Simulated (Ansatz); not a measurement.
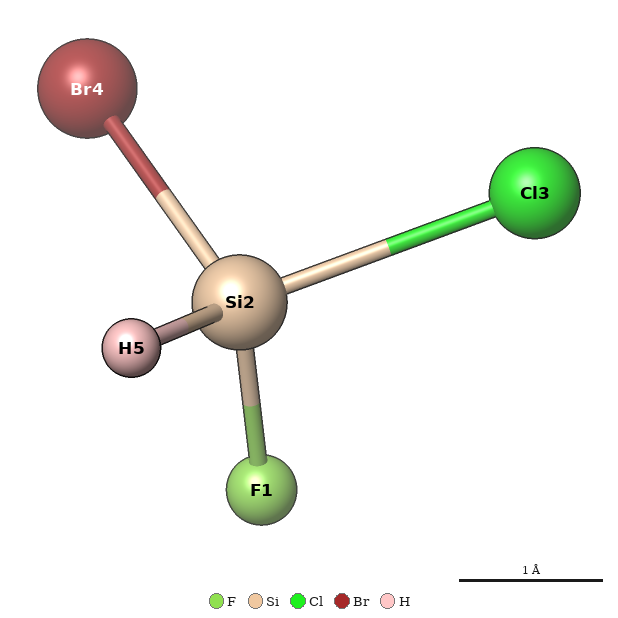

Figure made from data computed with Ansatz.

Orthographic view. Atoms fade into the background with distance from the viewer. Geometry: moved along internal coordinates away from the minimum.

Write a MOL file (V2000) with the atoms in numerical order, bonds sorted by atom number with the orders drawn, and coordinates in the frame of the picture: x right, y up, z towards the viewer, origin at the mean position.

```
BrClFHSi
                    3D

  5  4  0  0  0  0  0  0  0  0999 V2000
    0.0700   -1.4400   -0.6700 F   0  0  0  0  0  0  0  0  0  0  0  0
   -0.0800   -0.1300    0.2000 Si  0  0  1  0  0  4  0  0  0  0  0  0
    1.9900    0.6400    0.0400 Cl  0  0  0  0  0  0  0  0  0  0  0  0
   -1.1400    1.3700   -0.9900 Br  0  0  0  0  0  0  0  0  0  0  0  0
   -0.8400   -0.4500    1.4200 H   0  0  0  0  0  0  0  0  0  0  0  0
  1  2  1  0
  2  3  1  0
  2  4  1  0
  2  5  1  0
M  END
```
